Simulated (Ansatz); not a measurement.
```xyz
11

N     0.0293    0.0193   -2.2258
H     0.8467    0.0796   -2.8205
H    -0.6371   -0.5870   -2.6882
H    -0.3817    0.9446   -2.1893
Si   -0.3436    0.2588    1.8410
N     0.7534   -0.4825    0.7578
H     0.3005    0.3997    3.1754
H    -0.6818    1.6048    1.3022
H    -1.6433   -0.4484    2.0711
H     0.5550   -0.4431   -0.2402
H     1.2026   -1.3458    1.0166
```

Geometry: PBE0-D4/def2-TZVP.

All numbers below come from Ansatz 0.2.0, RKS PBE0-D4/def2-TZVPPD.

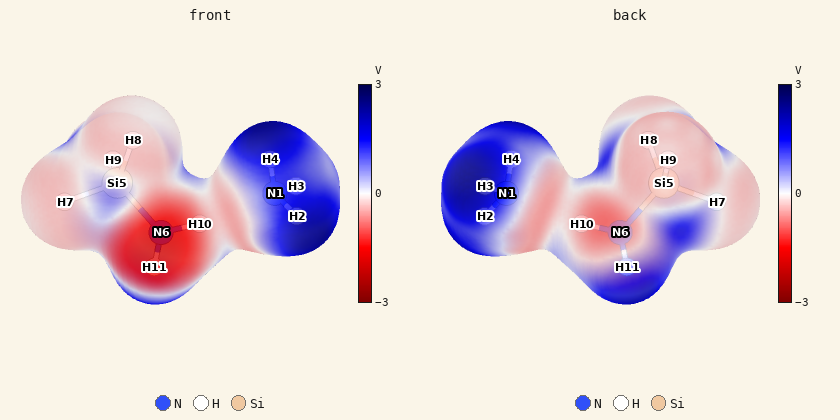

NH3···H5NSi (SMILES N.[SiH3]N). The electrostatic potential painted on the density surface at 0.004 e/bohr³, seen from the front and from behind; the colour scale runs from red (negative) to blue (positive).

Where is the surface potential most negative and most positive?

The most negative region (about −1.8 V) lies over N6, the most positive (about +2.5 V) over H2, H3 and H4. N6 is the likeliest acceptor of a hydrogen bond.
